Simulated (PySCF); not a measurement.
SMILES c1c(C(=O)O)ccc(c1)C=C, GFN2-xTB optimised geometry. Atoms within 1.6 Å of the plane z = 0.0 Å (x, y, z in Å): C1 (-3.47, 1.12, 0.00), C2 (-2.68, 0.05, 0.00), C3 (-1.22, 0.05, 0.00), C4 (-0.46, 1.23, 0.00), C5 (0.92, 1.17, 0.00), C6 (1.58, -0.06, 0.00), C7 (3.05, -0.07, 0.00), O8 (3.75, 0.91, 0.00), O9 (3.58, -1.31, 0.00), C10 (0.83, -1.23, 0.00), C11 (-0.55, -1.17, 0.00), H12 (-4.54, 1.02, 0.00), H13 (-3.10, 2.13, 0.00), H14 (-3.13, -0.93, 0.00), H15 (-0.95, 2.19, 0.00), H16 (1.51, 2.07, 0.00), H17 (4.54, -1.25, 0.00), H18 (1.33, -2.19, 0.00), H19 (-1.12, -2.09, 0.00).

Level of theory: CAM-B3LYP/def2-SVP (PySCF). Cells within 0.4 Å of a nucleus heavier than hydrogen are left out (blank, or x).

Map of the electron localisation function on the plane z = 0.0 Å:

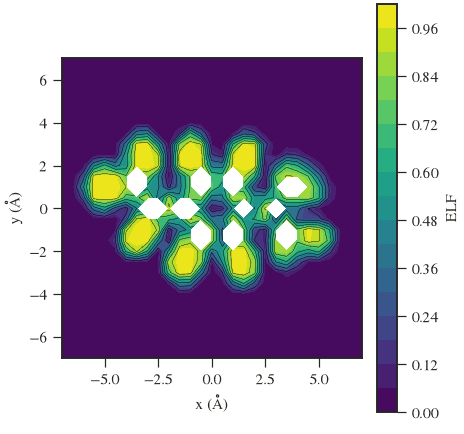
Electron localisation function on the plane z = 0.0 Å.
